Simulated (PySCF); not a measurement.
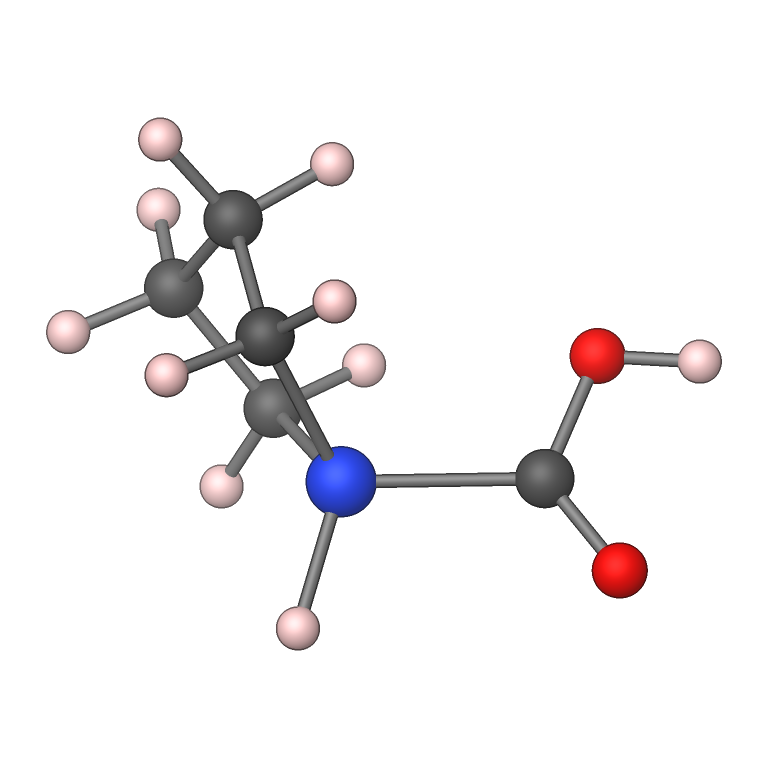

Rendered structure (ball-and-stick style). Colours: oxygen red, carbon dark grey, silicon blue, hydrogen pink.

The geometry was computed by an optimisation with PBE0-D3(BJ)/def2-SVP. No frequency run is at hand to confirm it as a minimum.

Identify the structure.

Formula C5H10O2Si. Its SMILES string is `O=C(O)[SiH]1CCCC1`. Independent rings (smallest set): 1 of 5 members. Among its groups: carboxylic acid, Si–H bond. Coordination, clear cases only: 1 C trigonal planar; 1 O bent; 4 C tetrahedral.

More results for the same structure follow; atom numbers are the same in all pictures, views and colours differ.

Charges

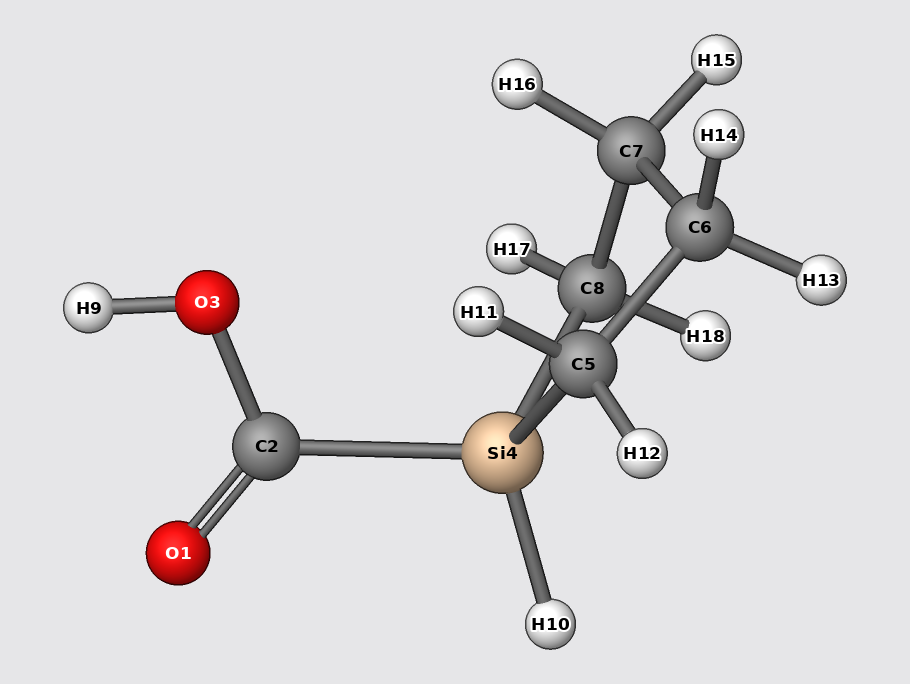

The questions are on Mulliken charges. No frequency run is at hand to confirm it as a minimum. Properties computed with PBE0/pcSseg-1 in chloroform (IEF-PCM) (PySCF 2.14.0).

Give the Mulliken charges atom by atom.

| atom | value (e) |
| --- | --- |
| O1 | −0.43 |
| C2 | 0.19 |
| O3 | −0.37 |
| Si4 | 0.89 |
| C5 | −0.57 |
| C6 | −0.22 |
| C7 | −0.26 |
| C8 | −0.56 |
| H9 | 0.24 |
| H10 | −0.06 |
| H11 | 0.16 |
| H12 | 0.15 |
| H13 | 0.13 |
| H14 | 0.13 |
| H15 | 0.13 |
| H16 | 0.13 |
| H17 | 0.16 |
| H18 | 0.15 |

Core levels

No frequency run is at hand to confirm it as a minimum. Method: delta-SCF UKS SCAN, pcX-2 on the ionised atom, pcseg-1 elsewhere, spin-free X2C (PySCF 2.14.0).

Give the core-electron binding energies (to vacuum; p and d levels without spin–orbit splitting) of O1 1s, C2 1s, O3 1s, Si4 1s, Si4 2p, C5 1s, C6 1s.

| atom | level | binding energy (eV) |
| --- | --- | --- |
| O1 | 1s | 537.6 |
| C2 | 1s | 294.0 |
| O3 | 1s | 539.7 |
| Si4 | 1s | 1846.2 |
| Si4 | 2p | 106.6 |
| C5 | 1s | 290.1 |
| C6 | 1s | 290.6 |

Levels of theory compared

No frequency run is at hand to confirm it as a minimum. Program: PySCF 2.14.0.

Tabulate HOMO–LUMO gap (eV), dipole (D), HOMO energy (eV) at these levels: KT2/pcSseg-1; PBE0/pcSseg-1; PBE0/pcSseg-1 in chloroform (IEF-PCM); ωB97X-D/def2-SVPD; ωB97X-D/def2-SVPD in chloroform (IEF-PCM).

```json
{"level": "KT2/pcSseg-1", "HOMO–LUMO gap (eV)": "4.66", "dipole (D)": "2.22", "HOMO energy (eV)": "−6.19"}
{"level": "PBE0/pcSseg-1", "HOMO–LUMO gap (eV)": "7.03", "dipole (D)": "2.26", "HOMO energy (eV)": "−7.55"}
{"level": "PBE0/pcSseg-1 in chloroform (IEF-PCM)", "HOMO–LUMO gap (eV)": "7.09", "dipole (D)": "2.69", "HOMO energy (eV)": "−7.62"}
{"level": "ωB97X-D/def2-SVPD", "HOMO–LUMO gap (eV)": "10.66", "dipole (D)": "2.47", "HOMO energy (eV)": "−9.53"}
{"level": "ωB97X-D/def2-SVPD in chloroform (IEF-PCM)", "HOMO–LUMO gap (eV)": "10.71", "dipole (D)": "2.99", "HOMO energy (eV)": "−9.60"}
```

Mulliken values depend strongly on the basis set and can even reverse the polarity of a bond.
